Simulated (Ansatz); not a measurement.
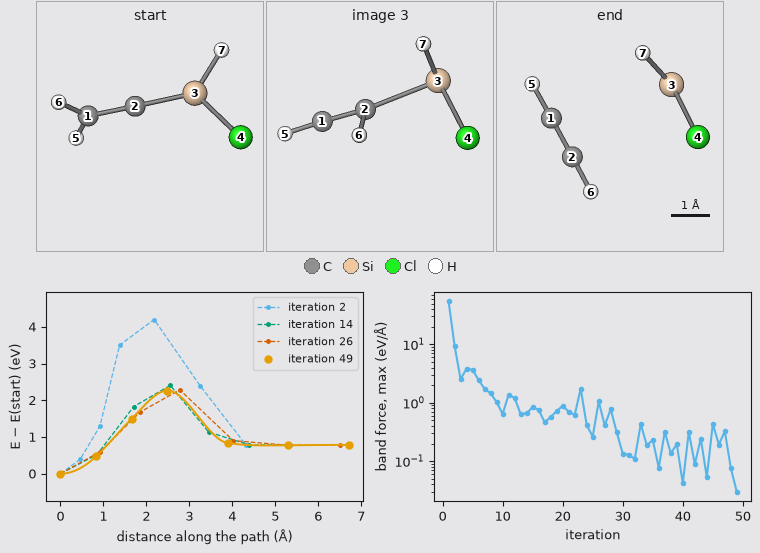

A search for the minimum-energy path of C₂H₃ClSi by the nudged elastic band. Images are numbered from 0 (start) to 6 (end). The plot follows the band through its iterations. Style: ball-and-stick. Shown at a tilt.

Method: Ansatz 0.2.0, RHF/def2-SVP. Settings: 5 movable images; climbing image; force threshold 0.03 eV/Å; iteration limit 60; starting path through a guess of the saddle point.

Q: How did the profile develop, and is the result final?

A: The result is final at these settings. The band converged in 49 iterations. The largest component of the band force went from 55 to 0.03 eV/Å. The climbing image converged on the top of the path. Its vibrational analysis gives one imaginary mode (729i cm⁻¹), as a transition state must have. The first iteration put the highest image at 12.13 eV. The highest point, image 3, lies 2.26 eV above the start and 1.48 eV above the end; the end is at +0.79 eV relative to the start.

The run took 7.3 min on 1 thread of Arm Neoverse N1, with other jobs on the host, peak memory 0.14 GiB.
